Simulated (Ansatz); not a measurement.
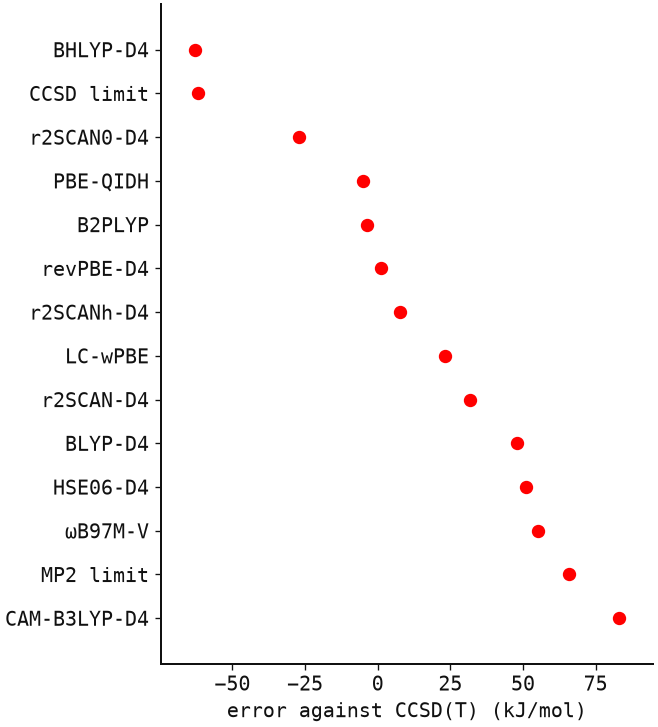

Error in the electronic atomisation energy (method less reference, so positive means overbinding) of CH₈B₂N₂, SMILES CBNBN: functionals in def2-TZVPP against frozen-core CCSD(T) at the limit (MP2 extrapolated from triple and quadruple zeta, plus CCSD(T) less MP2 in a smaller set), which gives 5061.6 kJ/mol, at a PBE0-D4/def2-TZVP geometry (a minimum by its frequencies), no zero-point or spin-orbit term, the Ansatz code. The reference leaves out core correlation, a term that grows with the number of heavy atoms. PBE-QIDH and B2PLYP hold a correlation term that converges slowly with the basis, so part of the distance to the limit is basis error. No dispersion term is added to PBE-QIDH, B2PLYP and LC-wPBE. Limit means the basis limit.

### Which of these levels overbind, and which underbind?

Overbind: r2SCAN-D4, BLYP-D4, HSE06-D4, ωB97M-V, MP2 limit and CAM-B3LYP-D4. Underbind: BHLYP-D4, CCSD limit and r2SCAN0-D4. Within 25 kJ/mol of zero, too close to call in view of what the reference leaves out: PBE-QIDH, B2PLYP, revPBE-D4, r2SCANh-D4 and LC-wPBE.

### Give the values.

```csv
level,kJ/mol
BHLYP-D4,−63.0
CCSD limit,−61.9
r2SCAN0-D4,−27.0
PBE-QIDH,−5.2
B2PLYP,−3.5
revPBE-D4,1.1
r2SCANh-D4,7.6
LC-wPBE,23.2
r2SCAN-D4,31.8
BLYP-D4,48.1
HSE06-D4,50.9
ωB97M-V,55.0
MP2 limit,65.8
CAM-B3LYP-D4,83.1
```

Limits of at least one run: one conformer of a flexible molecule.
